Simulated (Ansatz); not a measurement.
## Electronic structure of BrH3HfO3 in real space

Input

```
crystal:
  periodic: [false, false, false]
  atoms:
    - {symbol: Br, position_ang: [1.736170, 0.065476, -2.113442]}
    - {symbol: Hf, position_ang: [0.019846, -0.081644, -0.246968]}
    - {symbol: O, position_ang: [0.918243, 0.053925, 1.437895]}
    - {symbol: O, position_ang: [-0.889085, -1.761844, -0.369502]}
    - {symbol: O, position_ang: [-1.232024, 1.353868, -0.437652]}
    - {symbol: H, position_ang: [1.282896, 0.119364, 2.317315]}
    - {symbol: H, position_ang: [-1.389301, -2.574252, -0.349914]}
    - {symbol: H, position_ang: [-1.905932, 2.029124, -0.461212]}
basis:
  gaussian: {orbitals: def2-TZVPD}
hamiltonian: {xc: {name: PBE0}}
output: {forces: true, orbitals: {seedname: orbitals}}
```

Launched as:

```sh
ansatz run input.yaml --threads 2 --pin off --max-ram 5220MiB --events-out events.jsonl --progress --plain --runs-dir runs
```

Geometry: PBE0-D4/def2-SVP; core potentials replace the inner electrons of Hf.

The calculation used isolated molecule in a Gaussian basis; Kohn-Sham density functional theory, functional PBE0 in Ansatz 0.2.0.

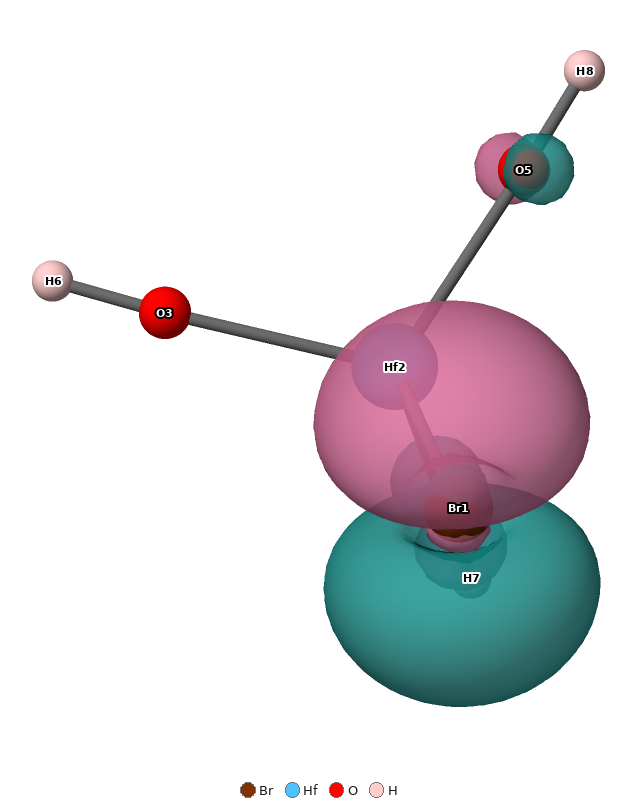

Figure 1. The HOMO at ±0.15 Å⁻³ᐟ² (teal and pink are the two phases), seen at a tilt.

### Where does this orbital lie, and at what energy?

It lies mainly on Br1 (about 85 %); largely a lone pair of Br1. It is one of a degenerate set, so its orientation is arbitrary. Its energy is −8.07 eV.

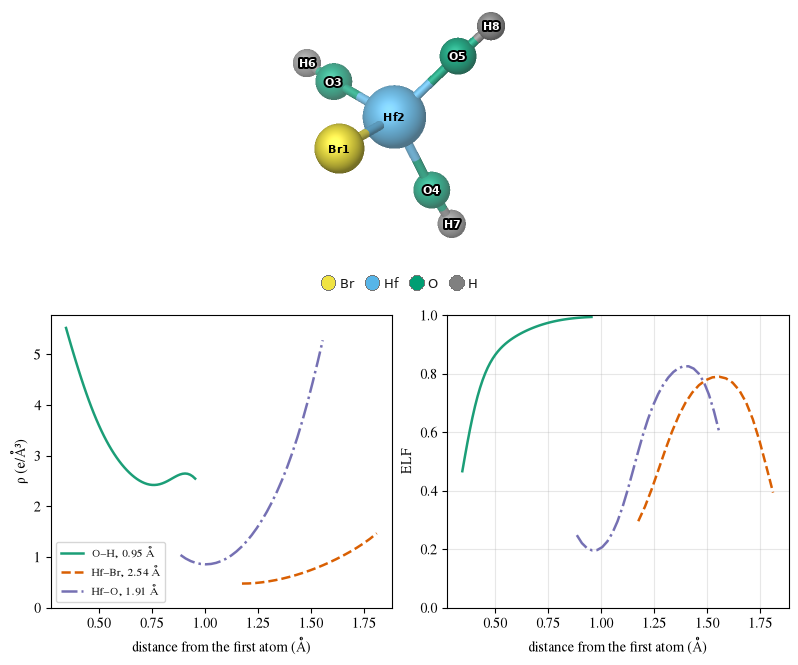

Figure 2. Electron density and ELF along straight lines between neighbouring atoms. The curves leave out the atomic cores. The structure is drawn too.

### Compare the contacts.

O–H (0.95 Å): the density is about 3.8 e/Å³ at the midpoint; the ELF climbs to about 1 towards the hydrogen, as it does in any bond to H; a covalent bond by its length.
Hf–Br (2.54 Å): the density is about 0.5 e/Å³ at the midpoint; the ELF peaks at about 0.80 in the valence shell of Br, 1.0 Å from its nucleus, and is about 0.45 at the midpoint.
Hf–O (1.91 Å): the density is about 0.88 e/Å³ at the midpoint; the ELF peaks at about 0.85 in the valence shell of O, 0.5 Å from its nucleus, and drops to about 0.20 between the two atoms.

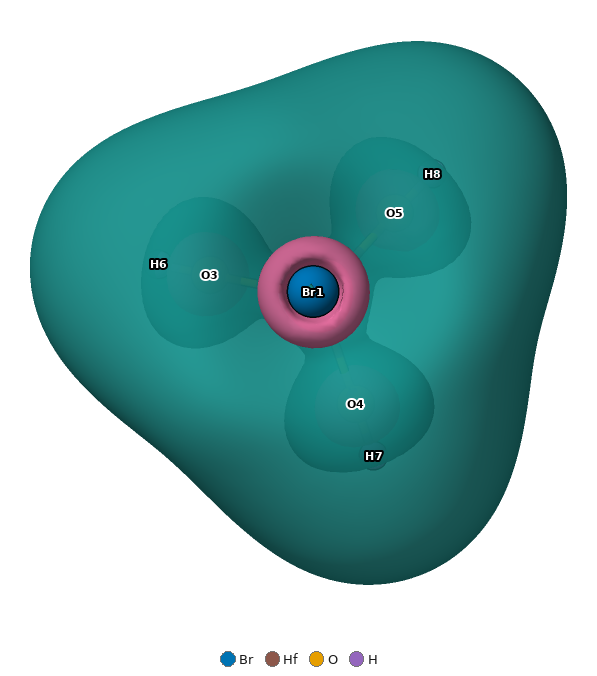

Figure 3. The LUMO at ±0.04 Å⁻³ᐟ² (teal and pink are the two phases), seen across its widest extent.

### Where does this orbital lie, and at what energy?

It lies mainly on Hf2 (about 55 %), H8 (about 10 %), H7 (about 10 %), H6 (about 10 %) and Br1 (about 5 %). Its energy is −0.49 eV.
